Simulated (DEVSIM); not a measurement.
System: W/SiO2/n-Ge capacitor, at 300 K.

```
layer (left to right)  material  thickness (nm)  Nd (cm⁻³)
---------------------  --------  --------------  ---------
1                          SiO2            4.30          -
2                            Ge            5200     1.3e16
```

Metal gate on the left, work function 4.6 eV. Fixed charge at the semiconductor interface -1.6e11 cm⁻² (in units of +e); no interface traps.

This is a model device: material constants are rounded textbook-type values typed into the input, and sizes, dopings and lifetimes were drawn at random. Values at 300 K.

```
parameter      SiO2       Ge
-------------  ----  -------
gap (eV)          9    0.664
affinity (eV)   0.9        4
permittivity    3.9       16
Nc (cm⁻³)         -  1.04e19
Nv (cm⁻³)         -     6e18
```

Simulated with DEVSIM: 1D Poisson equation in equilibrium, Boltzmann statistics, complete ionisation; no quantum confinement or tunnelling. Metal contacts follow the ideal Schottky-Mott rule: no Fermi-level pinning, no interface dipoles.

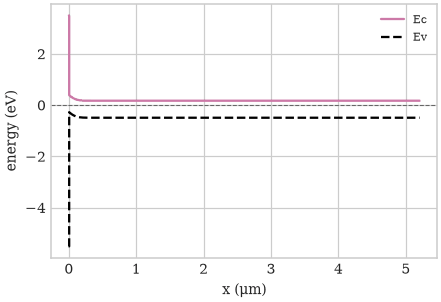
*Band edges at 0.2 V on the gate*

Energies count from the Fermi level of the right contact; mesh points crowd at the junctions.

```csv
x (μm),Ec (eV),Ev (eV),n (cm⁻³),p (cm⁻³),field (V/cm)
0.000,3.500,-5.500,< 1e2,< 1e2,-23000
0.001092,3.498,-5.503,< 1e2,< 1e2,-23000
0.002630,3.494,-5.506,< 1e2,< 1e2,-23000
0.003891,3.491,-5.509,< 1e2,< 1e2,-23000
0.005504,0.387,-0.277,3.3e12,1.3e14,-24000
0.008294,0.381,-0.283,4.2e12,1.0e14,-23000
0.01476,0.366,-0.298,7.4e12,5.9e13,-22000
0.03637,0.322,-0.343,4.1e13,1.1e13,-19000
0.07560,0.258,-0.406,4.8e14,9.1e11,-13000
0.1611,0.190,-0.474,6.7e15,6.5e10,-3700
0.3594,0.173,-0.491,1.3e16,3.4e10,-41
1.022,0.173,-0.491,1.3e16,3.4e10,≈ 0
2.224,0.173,-0.491,1.3e16,3.4e10,≈ 0
3.792,0.173,-0.491,1.3e16,3.4e10,≈ 0
4.711,0.173,-0.491,1.3e16,3.4e10,≈ 0
4.986,0.173,-0.491,1.3e16,3.4e10,≈ 0
5.105,0.173,-0.491,1.3e16,3.4e10,≈ 0
5.159,0.173,-0.491,1.3e16,3.4e10,≈ 0
5.189,0.173,-0.491,1.3e16,3.4e10,≈ 0
5.198,0.173,-0.491,1.3e16,3.4e10,≈ 0
5.202,0.173,-0.491,1.3e16,3.4e10,≈ 0
5.204,0.173,-0.491,1.3e16,3.4e10,≈ 0
```
